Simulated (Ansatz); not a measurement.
The crystal is H6PbCBr3N (Pm).

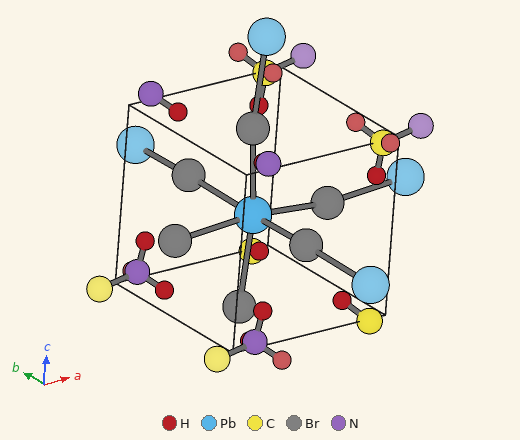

The structure (hydrogen red, lead blue, carbon yellow, bromine grey, nitrogen purple). Some periodic images of atoms are drawn too.

Symmetry: Pm, No. 6, monoclinic system. Conventional cell: a = 6.039 Å, b = 6.060 Å, c = 6.128 Å, α = 90.00°, β = 90.07°, γ = 90.00°. H has 1 N at 1.04 Å nearest. Nearest to H lie 1 N at 1.04 Å. H has 1 C at 1.09 Å nearest. Nearest to H lie 1 C at 1.10 Å. Pb has 6 Br at 2.98 to 3.11 Å nearest. Nearest to C lie 3 H at 1.09 to 1.10 Å and 1 N at 1.49 Å. Farther neighbours and most contacts between anions are not listed.

```cif
data_structure
_symmetry_space_group_name_H-M 'P 1'
_symmetry_Int_Tables_number 1
_cell_length_a 6.0385
_cell_length_b 6.0597
_cell_length_c 6.1282
_cell_angle_alpha 90.000
_cell_angle_beta 90.072
_cell_angle_gamma 90.000
_cell_volume 224.24
loop_
_atom_site_label
_atom_site_type_symbol
_atom_site_fract_x
_atom_site_fract_y
_atom_site_fract_z
_atom_site_occupancy
H1 H 0.21826 0.86210 0.96819 1
H2 H 0.17779 0.00000 0.19864 1
H3 H 0.82510 0.85194 0.06162 1
H4 H 0.86934 0.00000 0.81171 1
H5 H 0.82510 0.14806 0.06162 1
H6 H 0.21826 0.13790 0.96819 1
Pb7 Pb 0.47527 0.50000 0.47799 1
C8 C 0.89731 0.00000 0.98852 1
Br9 Br 0.43003 0.50000 0.97275 1
Br10 Br 0.43485 0.00000 0.51271 1
Br11 Br 0.96654 0.50000 0.44074 1
N12 N 0.14061 0.00000 0.03247 1
```

The cell and positions are those that the Materials Project relaxed with its own functionals (PBE, PBE+U or r2SCAN), kept fixed. At the settings of the band run the largest force is still 0.44 eV/Å. Spin-orbit coupling is left out unless a run names it. PAW set soft_2, made with PBE.

Gaps computed with Ansatz 0.2.0 without a self-energy: r2SCAN 2.45 eV and HSE06 2.73 eV. The mean ε∞ by r2SCAN perturbation theory is 3.90.

**Question.** Estimate the G0W0@r2SCAN gap with 2×2×2 mesh, 935 empty bands, screening to 150 eV, default PAW files.

About 3.51 eV: on its mesh the run moves the gap from 2.42 eV by +1.09 eV. Among the scalar-relativistic levels given, HSE06 is nearest (−0.78 eV). One-shot corrections scale roughly with one over ε∞, here 0.26. Bands and cutoff are finite, so the gap is not at the basis limit. The miss can reach some tenths of an eV and take either sign; the mesh is an error of its own. The 2×2×2 mesh is coarse for this cell (its supercell is 12 Å along the shortest edge). The RPA ε∞ on it, from the r2SCAN start, is 4.97, 5.26 and 5.89; such meshes misread the long-range screening, most where the gap is narrow. Where an edge is built on 6p states of lead, bismuth or thallium, scalar-relativistic gaps usually stand too wide, by a few tenths to over one eV. The many-body steps are scalar-relativistic: spin-orbit coupling is not in them.

[Paths, hosts, dates, memory and timing lines, banners, echoed tables and standing remarks are left out of the program output.]

[Logs are printed without paths, hosts, clocks, repeated set-up lines and the standing remarks that a program may print on its own settings, such as how far it seeks lower states.]

[Runs of the session that timed out or met a known fault of the program may be left out.]

[Cells called generated may have been cut or substituted from an entry of the Crystallography Open Database or the Materials Project.]

[Hosts, paths, dates, database ids (printed as entryN), source tags and the programs' standing remarks are cut or masked in the printed files.]
